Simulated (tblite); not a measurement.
## SnBr₄: geometry relaxation

- system: SnBr₄, SMILES [Br][Sn]([Br])([Br])[Br]
- method: GFN2-xTB geometry optimisation, gas phase (tblite 0.8.0)

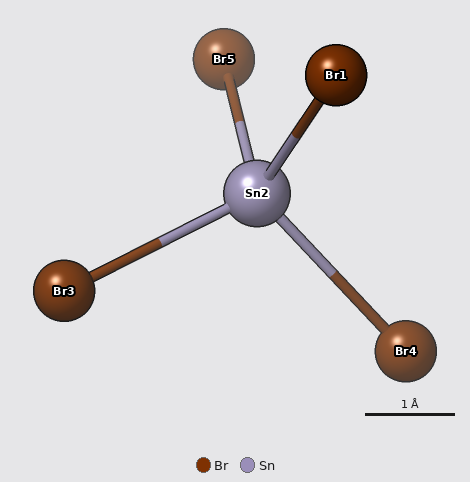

Figure 1. The structure as given in the input (ball-and-stick view, seen at a tilt; atoms are numbered from 1 in the order of the input). Sticks mark near contacts. Bond lengths as drawn: Br–Sn 2.51 to 2.52 Å.

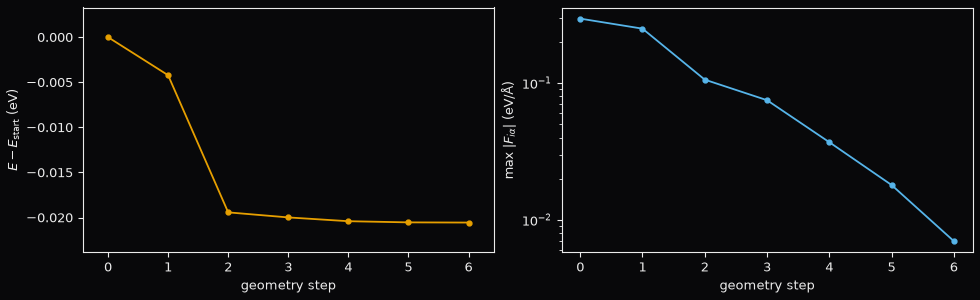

Figure 2. Progress of the relaxation, step by step (steps are counted from 0).

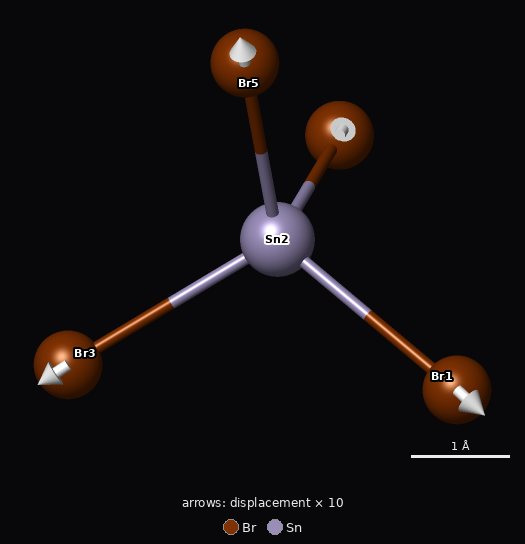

Figure 3. The starting structure with the displacements as white arrows, magnified 10 times (ball-and-stick view, seen at a tilt). The two geometries are laid on each other by the best rigid fit. After 6 geometry steps the energy has fallen by 0.021 eV. The largest force component goes from 0.3 to 0.007 eV/Å. Br1 moves most after the best rigid fit: 0.041 Å. By element the largest moves are Br 0.041 Å, Sn 0.008 Å. Among the contacts that change: Br1–Sn2 2.505 → 2.553 Å, Sn2–Br4 2.521 → 2.551 Å. (Atoms are counted from 1 in the order of the input.)

The input that produced these results follows, with the program's output.

The input:
```
{"job": {"kind": "relax", "xc": "GFN2-xTB", "basis": "xTB"}, "charge": 0, "multiplicity": 1}
Br    -0.907700     2.222900    -0.746300
Sn    -0.005400     0.004300    -0.011500
Br    -1.721400    -1.794300    -0.382500
Br     0.570000     0.111000     2.441100
Br     2.073000    -0.541000    -1.318000
```

The first line tells a small driver script what to run in tblite; the rest is the geometry in Å.

Command:
```bash
OMP_NUM_THREADS=1 python <driver script> task.json out
```

What the program printed:
```
step      E/eV     max force
  0    -506.96915    0.340
  1    -506.97337    0.288
  2    -506.98858    0.109
  3    -506.98914    0.098
  4    -506.98956    0.052
  5    -506.98969    0.018
  6    -506.98971    0.008
```

Trajectory as extended XYZ (Å, eV, eV/Å), 7 frames, from step=0 to step=6:
```
5
Properties=species:S:1:pos:R:3:forces:R:3 step=0 energy=-506.96915
Br   -0.9077    2.2229   -0.7463   -0.1280   0.2960  -0.1070
Sn   -0.0054    0.0043   -0.0115    0.0680  -0.0690   0.0990
Br   -1.7214   -1.7943   -0.3825   -0.1910  -0.1860  -0.0470
Br    0.5700    0.1110    2.4411    0.0420   0.0100   0.1970
Br    2.0730   -0.5410   -1.3180    0.2090  -0.0520  -0.1420
5
Properties=species:S:1:pos:R:3:forces:R:3 step=1 energy=-506.97337
Br   -0.9095    2.2271   -0.7478   -0.1090   0.2500  -0.0910
Sn   -0.0044    0.0033   -0.0101    0.0480  -0.0470   0.0700
Br   -1.7241   -1.7970   -0.3832   -0.1690  -0.1650  -0.0410
Br    0.5706    0.1111    2.4439    0.0410   0.0090   0.1900
Br    2.0760   -0.5418   -1.3200    0.1890  -0.0470  -0.1280
5
Properties=species:S:1:pos:R:3:forces:R:3 step=2 energy=-506.98858
Br   -0.9222    2.2563   -0.7584    0.0050  -0.0220   0.0050
Sn    0.0013   -0.0022   -0.0019   -0.0490   0.0560  -0.0780
Br   -1.7438   -1.8161   -0.3880   -0.0250  -0.0230  -0.0050
Br    0.5754    0.1122    2.4660    0.0240   0.0020   0.1060
Br    2.0979   -0.5473   -1.3349    0.0450  -0.0130  -0.0280
5
Properties=species:S:1:pos:R:3:forces:R:3 step=3 energy=-506.98914
Br   -0.9236    2.2593   -0.7596    0.0120  -0.0400   0.0110
Sn    0.0012   -0.0020   -0.0021   -0.0440   0.0520  -0.0710
Br   -1.7465   -1.8187   -0.3886   -0.0080  -0.0050  -0.0010
Br    0.5763    0.1123    2.4702    0.0170   0.0000   0.0750
Br    2.1012   -0.5481   -1.3370    0.0230  -0.0070  -0.0140
5
Properties=species:S:1:pos:R:3:forces:R:3 step=4 energy=-506.98956
Br   -0.9243    2.2606   -0.7602    0.0110  -0.0360   0.0090
Sn    0.0002   -0.0007   -0.0038   -0.0230   0.0290  -0.0370
Br   -1.7485   -1.8206   -0.3890    0.0030   0.0080   0.0010
Br    0.5773    0.1125    2.4747    0.0060  -0.0010   0.0310
Br    2.1039   -0.5488   -1.3388    0.0030  -0.0010  -0.0030
5
Properties=species:S:1:pos:R:3:forces:R:3 step=5 energy=-506.98969
Br   -0.9240    2.2596   -0.7600    0.0030  -0.0180   0.0020
Sn   -0.0008    0.0005   -0.0054   -0.0040   0.0080  -0.0080
Br   -1.7487   -1.8207   -0.3891    0.0030   0.0090   0.0000
Br    0.5777    0.1125    2.4764    0.0000  -0.0010   0.0070
Br    2.1045   -0.5490   -1.3392   -0.0030   0.0010  -0.0010
5
Properties=species:S:1:pos:R:3:forces:R:3 step=6 energy=-506.98971
Br   -0.9237    2.2585   -0.7597   -0.0020  -0.0070  -0.0020
Sn   -0.0012    0.0009   -0.0060    0.0040   0.0000   0.0040
Br   -1.7483   -1.8202   -0.3890    0.0000   0.0070  -0.0010
Br    0.5777    0.1124    2.4764   -0.0010  -0.0010   0.0020
Br    2.1041   -0.5489   -1.3390   -0.0010   0.0010  -0.0030
```

Results in brief:

```tsv
quantity	value
outcome	converged
total energy	−506.9897 eV
hardware	1 CPU thread, shared host
peak memory	0.18 GiB
```
